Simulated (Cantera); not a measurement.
Feed: 1 mol Mg(OH)2, 0.055 mol C, 1.2 mol H2O, held at 12.0 Torr.

Equilibrium computed with Cantera from the NASA thermochemical tables; the gas is ideal and each condensed phase is pure. Candidate condensed phases: C, C6H6, C7H8, C8H18, H2O, Mg, MgCO3, MgO, Mg(OH)2; 116 gas species. The numbers say what is thermodynamically allowed, not how fast it happens.

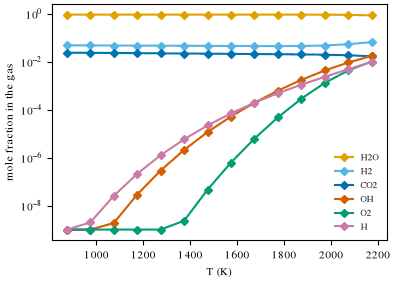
Figure: Equilibrium gas composition (values under 1e-9 drawn at 1e-9)

### Question
Read off the mole fractions at 1675 K.

### Answer
H2O about 0.93, H2 about 0.045, CO2 about 0.021, H about 0.00020, OH about 0.00019, O2 about 6.2e-6.
